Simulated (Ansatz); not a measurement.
**The cluster SiPt3: trial inputs and their diagnosis**

3 inputs were typed for the cluster SiPt3. Each is run as it stands; the log then has to tell whether the result can be used.

Computed with Ansatz 0.2.0, Gaussian basis. Level: the settings change from run to run.

## 1. The relaxed structure

An earlier PBE0-D4/def2-SVP relaxation fixed the geometry. Pt takes a core potential in def2 sets; no spin-orbit term is included.

4 atoms, charge 0, spin multiplicity 1.

Atoms are counted from 1 here; the program's logs count them from 0.

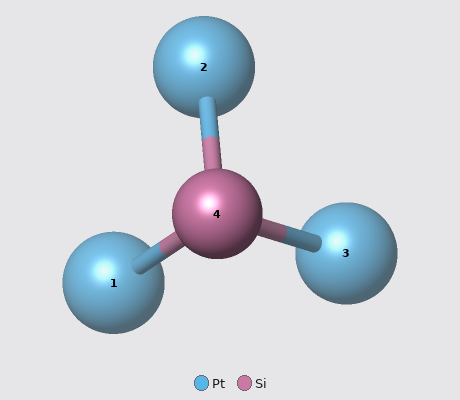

The structure; platinum blue, silicon pink; atoms are numbered from 1 in the order of the file.

## 2. Attempt 1

File in.yaml:

```yaml
crystal:
  periodic: [false, false, false]
  atoms:
    - {symbol: Pt, position_ang: [1.589230, -0.038953, -0.035550]}
    - {symbol: Pt, position_ang: [-0.621604, -0.006188, 1.465077]}
    - {symbol: Pt, position_ang: [-0.721943, -1.101978, -0.896609]}
    - {symbol: Si, position_ang: [-0.292797, 1.135546, -0.579025]}
basis:
  gaussian: {orbitals: def2-TZVP, fitting: {mean_field: cc-pVTZ-jkfit}}
hamiltonian: {xc: {name: wB97M-V}}
```

Launch:

```sh
ansatz run in.yaml --threads 2 --pin off --events-out ev --progress --plain --max-ram 4352MiB
```

The log of the run:

```text
Functional definition: wB97M-V
  name "wB97M-V"
  cite "Mardirossian & Head-Gordon, J. Chem. Phys. 144, 214110 (2016) doi:10.1063/1.4952647"
  cite "Becke, J. Chem. Phys. 107, 8554 (1997) doi:10.1063/1.475007"
  cite "Vydrov & Van Voorhis, J. Chem. Phys. 133, 244103 (2010) doi:10.1063/1.3521275"
  # Of w^i u^j: cxij and so on, Table III.
  parameter omega = 0.3/bohr
  parameter cx = 0.15
  parameter cx01 = 1.007
  parameter cx10 = 0.259
  parameter css00 = 0.443
  parameter css04 = -1.437
  parameter css10 = -4.535
  parameter css20 = -3.390
  parameter css43 = 4.278
  parameter cos00 = 1.000
  parameter cos10 = 1.358
  parameter cos20 = 2.924
  parameter cos21 = -8.812
  parameter cos60 = -1.390
  parameter cos61 = 9.142
  parameter b = 6.0
  parameter c = 0.01
  gx(w, u) = 1 - cx + cx01*u + cx10*w
  gss(w, u) = css00 + css04*u^4 + css10*w + css20*w^2 + css43*w^4*u^3
  gos(w, u) = cos00 + cos10*w + (cos20 + cos21*u)*w^2 + (cos60 + cos61*u)*w^6
  exchange = spin_sum(e_x_unif_sr(omega)*gx(b97_w, b97_u_x)) + cx*exact_x_sr(omega) + exact_x_lr(omega)
  correlation = spin_sum(e_c_pw_mod_same_spin*gss(b97_w, b97_u_same))
      + integral(e_c_pw_mod_opposite_spin*gos(b97_w_opposite, b97_u_opposite)) + vv10(b, c)
Error: <dir> the basis set cc-pVTZ-JKFIT has no functions for Pt
```

Wall time 0.1 s (2 threads of Arm Neoverse V2, shared host).

Diagnosis: Refused before any calculation. The fitting set named has no entry for an element of this molecule. Cure: leave the fitting key out, or name a set that covers all elements and suits the basis. Its coordinates are also moved off the relaxed structure.

## 3. Attempt 2

File in.yaml:

```yaml
crystal:
  periodic: [false, false, false]
  atoms:
    - {symbol: Pt, position_ang: [1.580880, -0.070740, 0.001370]}
    - {symbol: Pt, position_ang: [-0.608245, 0.040281, 1.459797]}
    - {symbol: Pt, position_ang: [-0.658571, -1.120574, -0.902909]}
    - {symbol: Si, position_ang: [-0.314064, 1.151023, -0.558267]}
basis:
  gaussian: {orbitals: def2-mTZVPP}
hamiltonian: {xc: {name: HF}}
correlation: {method: mp2, frozen_orbitals: {Pt: 9}}
scf: {omitted_lower_state_checks: [starts]}
output: {forces: true}
```

Same command.

The log of the run:

```text
Functional definition: HF
  name "HF"
  cite "Fock, Z. Phys. 61, 126 (1930) doi:10.1007/BF01340294"
  parent pbe
  exchange = exact_x
  correlation = 0
these checks for a lower state are left out or cut short: starts
Error: "frozen_orbitals" has no count for Si
```

It took 0.05 s on 2 threads of Arm Neoverse V2, shared host.

What is wrong: The program refused the input. Frozen orbitals are typed for one element alone, and the program wants a count for each. Fix: leave frozen_orbitals out, or give every element a count that its core really has.

## 4. Attempt 3

File in.yaml:

```yaml
crystal:
  periodic: [false, false, false]
  atoms:
    - {symbol: Pt, position_ang: [1.608364, -0.130144, -0.011692]}
    - {symbol: Pt, position_ang: [-0.361370, -0.822531, -0.617652]}
    - {symbol: Pt, position_ang: [-0.661370, -1.122531, -0.917652]}
    - {symbol: Si, position_ang: [-0.255197, 1.090635, -0.562749]}
basis:
  gaussian: {orbitals: def2-mTZVPP}
hamiltonian: {xc: {name: SPW92}}
output: {forces: true}
```

Launched as before.

The log of the run, cut to the lines that bear on the results:

```text
Functional definition: SPW92
  name "SPW92"
  cite "Dirac, Proc. Camb. Phil. Soc. 26, 376 (1930) doi:10.1017/S0305004100016108"
  cite "Slater, Phys. Rev. 81, 385 (1951) doi:10.1103/PhysRev.81.385"
  cite "Perdew & Wang, Phys. Rev. B 45, 13244 (1992) doi:10.1103/PhysRevB.45.13244"
[...]
1291 factors; their error is unknown
[...]
a density is far from that of the atoms, so the factors are made again for it
1595 factors; integrals over basis functions are off by at most 9.4e-5 eV
mean field -14223.30377702 eV, -522.6967729041 hartree, gradient 6.6e-6 eV, S^2 0.000000; 0 other end points of the search recorded, 0 dependent functions left out
[...]
reference -14223.30380483 eV, -522.6967739260 hartree; 34, 34 occupied and 101, 101 virtual orbitals, 1595 factors
Total energy: -14223.30380483 eV, -522.6967739260 hartree
Atom 0 at     1.608364    -0.130144    -0.011692 Å, force     9.909431     5.396493     3.689056 eV/Å
Atom 1 at    -0.361370    -0.822531    -0.617652 Å, force  8533.292171  8515.095728  8536.936558 eV/Å
Atom 2 at    -0.661370    -1.122531    -0.917652 Å, force -8545.122806 -8538.455653 -8541.100528 eV/Å
Atom 3 at    -0.255197     1.090635    -0.562749 Å, force     1.921203    17.963432     0.474914 eV/Å
Dipole moment:     0.103047    -0.134838     0.043636 e Å
```

Run time: 7 s. Hardware: 2 threads of Arm Neoverse V2, shared host.

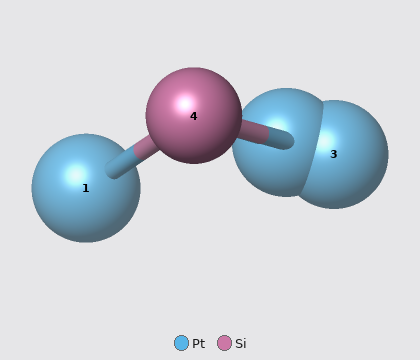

The geometry of this input.

Diagnosis: It ended without an error, which proves nothing about the input. One atom was put on top of another. The shortest distance is 0.52 Å (Pt2–Pt3), against 2.32 Å in the relaxed molecule. Its coordinates are also moved off the relaxed structure. Its energy is no property of the relaxed molecule. Fix: restore the atom's position.

## 5. Summary

| attempt | level | ended | cause | time |
| --- | --- | --- | --- | --- |
| 1 | wB97M-V/def2-TZVP | refused | the fitting set named has no entry for an element of this molecule | 0.1 s |
| 2 | MP2/def2-mTZVPP | refused | frozen orbitals are typed for one element alone, and the program wants a count for each | 0.05 s |
| 3 | SPW92/def2-mTZVPP | converged | one atom was put on top of another | 7 s |

In words: 2 refused, 1 converged. A refusal costs next to no computing time. The dangerous case is the input that converges on a wrong geometry, charge, spin, basis or grid: often only a look at the input shows it.
